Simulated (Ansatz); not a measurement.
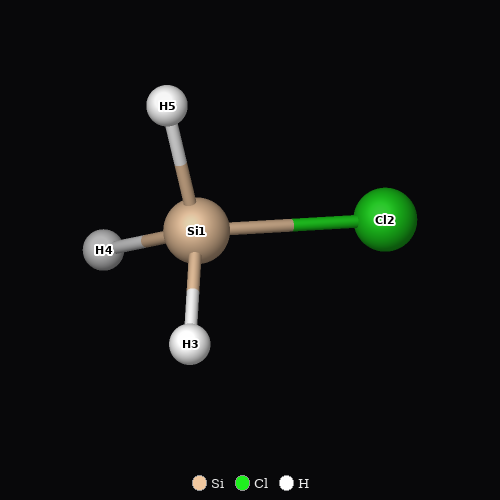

The system is ClH₃Si, SMILES [SiH3]Cl; the picture shows the reference structure. The first coordinate is: angle Cl2–Si1–H4; the second: angle H3–Si1–H4. Nothing is relaxed (all other coordinates rigid). The grid has 15 × 15 points. All energies are given in kJ/mol relative to the lowest grid point. The calculation used RKS PBE0-D4/def2-TZVP in Ansatz.

Its coordinates:

```xyz
5

Si   -0.1120    0.0186   -0.0309
Cl    1.8383   -0.5135    0.3299
H    -0.9509   -0.4883    1.0791
H    -0.5347   -0.5857   -1.3149
H    -0.1908    1.4954   -0.1047
```

Range: angle Cl2–Si1–H4 from 63.5 to 153.5°; angle H3–Si1–H4 from 85.4 to 135.4°.

Predict the map.

The lowest grid point is at angle Cl2–Si1–H4 = 108.5°, angle H3–Si1–H4 = 110.4°. No other kind of well shows on this grid. The highest grid point, angle Cl2–Si1–H4 = 153.5°, angle H3–Si1–H4 = 135.4°, lies 293 kJ/mol above the lowest. Round the minimum the valley is somewhat tilted: raising angle Cl2–Si1–H4 shifts the best value of angle H3–Si1–H4 downwards (coupling k₁₂/√(k₁₁k₂₂) about 0.3).

```
angle H3–Si1–H4 ↓, angle Cl2–Si1–H4 →  63.5  70.0  76.4  82.8  89.2  95.7  102.1  108.5  115.0  121.4  127.8  134.2  140.7  147.1  153.5
                                135.4   200   143   101    70    50    38     35     40     52     72     99    134    179    231    293
                                131.8   197   139    95    64    43    30     26     29     40     58     83    115    157    206    263
                                128.3   194   136    92    59    37    24     19     21     30     46     69     99    137    183    237
                                124.7   193   134    89    56    33    19     12     13     21     35     57     84    120    162    213
                                121.1   193   133    88    54    30    15      8      7     14     27     46     72    105    145    192
                                117.5   194   134    88    53    29    13      5      3      9     20     38     62     93    130    174
                                114.0   197   136    89    54    29    12      3      1      5     15     32     54     83    118    159
                                110.4   200   139    92    57    31    13      3      0      3     12     27     48     75    108    147
                                106.8   205   144    96    60    34    16      5      1      3     11     25     44     70    101    138
                                103.3   211   150   102    66    39    20      8      3      5     12     24     43     67     96    131
                                 99.7   218   157   109    72    45    25     13      8      8     14     26     43     66     94    127
                                 96.1   226   165   118    80    53    33     20     14     13     19     29     45     67     94    126
                                 92.5   235   175   127    90    62    42     28     22     21     25     35     50     71     97    128
                                 89.0   245   186   138   101    73    52     38     31     29     33     43     57     77    102    132
                                 85.4   256   198   151   114    85    64     50     42     40     44     52     66     85    109    138
```

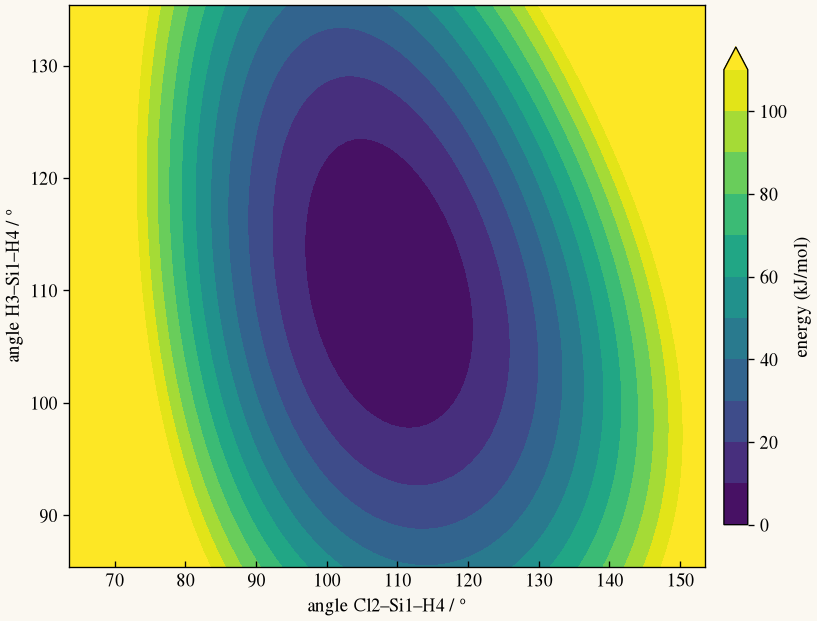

In the figure: filled contours, one colour for all values above the top of the scale. Between grid points the surface is interpolated.

Each point was launched as `ansatz run input.yaml --threads 1 --pin off --max-ram 2560MiB --backend cpu --events-out ev --progress --plain --runs-dir out`. Time for the 225 points that were run: 5.4 min on 1 thread of Arm Neoverse V2, on a shared host.
